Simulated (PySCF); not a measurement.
**[PH2]− (phosphanide): QCISD(T)/SBKJC (core potential)**

Aim: the energy change on altering one bond length of [PH2]− (phosphanide) at QCISD(T)/SBKJC (core potential), from 2 runs. The job is set up through a Python script.

Program for the calculation: PySCF 2.14.0.

14 further runs of the same task are left out: 1 that didn't finish, 13 set aside as unsound or not needed.

## Step 1: Starting point

[PH2]− has 3 atoms, charge -1, and is taken as a singlet. As SMILES, `[PH2-]`. The coordinates come from a GFN2-xTB relaxation.

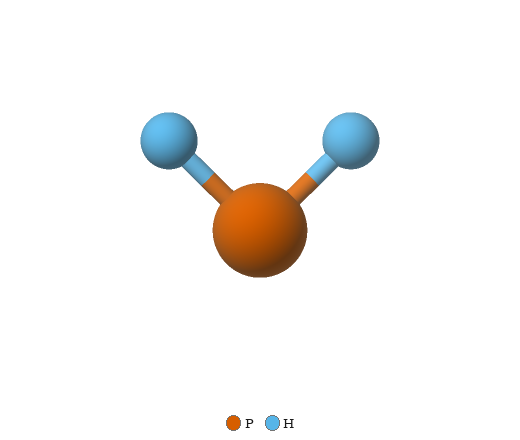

The structure, seen from a chosen angle (phosphorus orange, hydrogen blue).

## Step 2: A single-point energy at QCISD(T)/SBKJC (core potential)

The input, job.py:

```python
from pyscf import gto, cc

system = gto.M(
    atom=[
    ('P', (0.498920, -0.293580, 0.245050)),
    ('H', (0.105590, 0.990220, 0.165130)),
    ('H', (-0.604500, -0.696650, -0.410180)),
],
    basis='sbkjc',
    max_memory=1860,
    ecp={'P': 'sbkjc'},
    verbose=3,
    charge=-1,
)

mf = system.RHF()
mf.conv_tol = 1e-10
mf.kernel()
if not mf.converged:
    mf = mf.newton().run(mf.mo_coeff, mf.mo_occ)

mycc = cc.QCISD(mf)
mycc.kernel()
e_t = mycc.qcisd_t()
etot = mycc.e_tot + e_t
print('Final energy', etot)
```

On the command line:

```bash
$ OMP_NUM_THREADS=1 python job.py
```

The program printed:

```text
converged SCF energy = -7.42879805892622
E(QCISD) = -7.491903702819751  E_corr = -0.06310564389352837
QCISD(T) correction = -0.000520704580296726
Final energy -7.492424407400048
```

Wall time 0.87 s (1 thread of Intel Xeon Platinum 8488C (Sapphire Rapids), shared host); peak memory 0.12 GiB.

## Step 3: The distorted shape, same level

The input, run.py:

```python
from pyscf import gto, cc

system = gto.M(
    atom=[
    ('P', (1.206908, -2.604399, 0.388905)),
    ('H', (0.105590, 0.990220, 0.165130)),
    ('H', (0.103488, -3.007469, -0.266325)),
],
    max_memory=1860,
    charge=-1,
    ecp={'P': 'sbkjc'},
    verbose=3,
    basis='sbkjc',
)

myscf = system.RHF()
myscf.conv_tol = 1e-10
myscf.kernel()
if not myscf.converged:
    myscf = myscf.newton().run(myscf.mo_coeff, myscf.mo_occ)

mycc = cc.QCISD(myscf)
mycc.kernel()
e_t = mycc.qcisd_t()
e_tot = mycc.e_tot + e_t
print('Final energy', e_tot)
```

On the command line:

```bash
$ OMP_NUM_THREADS=1 python run.py
```

The program printed:

```text
converged SCF energy = -7.26101254622534
E(QCISD) = -7.391584538100405  E_corr = -0.1305719918750639
QCISD(T) correction = -0.00801710102549382
Final energy -7.3996016391258985
```

It took 0.73 s on 1 thread of Intel Xeon Platinum 8488C (Sapphire Rapids), shared host; peak memory 0.12 GiB.

## Step 4: What came out

At QCISD(T)/SBKJC (core potential):

```
                                                              quantity        value
                                             first shape: total energy  -7.49242 Eh
                      first shape: HOMO energy (Hartree–Fock orbitals)     -0.70 eV
                      first shape: LUMO energy (Hartree–Fock orbitals)     11.09 eV
    first shape: HOMO–LUMO gap (to an unbound level, set by the basis)     11.79 eV
                                       first shape: correlation energy    -63.6 mEh
                                           first shape: (T) correction    -0.52 mEh
                                            first shape: T1 diagnostic        0.007
                                         distorted shape: total energy  -7.39960 Eh
                  distorted shape: HOMO energy (Hartree–Fock orbitals)     -1.08 eV
                  distorted shape: LUMO energy (Hartree–Fock orbitals)      4.23 eV
distorted shape: HOMO–LUMO gap (to an unbound level, set by the basis)      5.30 eV
                                   distorted shape: correlation energy   -138.6 mEh
                                       distorted shape: (T) correction    -8.02 mEh
                                        distorted shape: T1 diagnostic        0.160
     energy change with the P1–H2 bond stretched from 1.345 to 3.766 Å     2.526 eV
```

With the P1–H2 bond stretched from 1.345 to 3.766 Å the energy rises by 2.53 eV (244 kJ/mol). The first shape isn't relaxed at this level, so the change isn't measured from a minimum. Mulliken charges (first shape) of the mean-field density run from -0.72 on P1 to -0.14 on H2; they depend strongly on the basis. The triples (first shape) make up 0.8 % of the correlation energy. The T1 diagnostic (distorted shape) of 0.160 is above the customary mark for such species, so a single reference may not serve. The triples (distorted shape) make up 5.8 % of the correlation energy.
